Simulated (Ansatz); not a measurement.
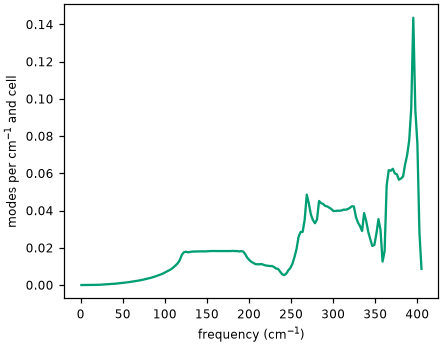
*Phonon density of states of CoSi₂ (fluorite or antifluorite type, Fm-3m), 3 atoms a cell, the program Ansatz at the LDA level (PAW)*

Question: Estimate the mean frequency and the zero-point energy.

Answer: The mean is about 290 cm⁻¹, and (3/2)ħ⟨ω⟩ gives 54.7 meV/atom.

Question: What share of the Dulong–Petit heat capacity is reached at 100 K and at 300 K?

Answer: 31 % and 84 %.

The cell was relaxed with LDA under the symmetry of its start; phonons on a q-mesh show no instability. The run is not spin-polarised. As this level gives no gap, phonon frequencies hold no LO–TO term and depend on the k-mesh and smearing (Fermi–Dirac, 0.1 eV here).

Potentials: the later of the program's two PAW sets.
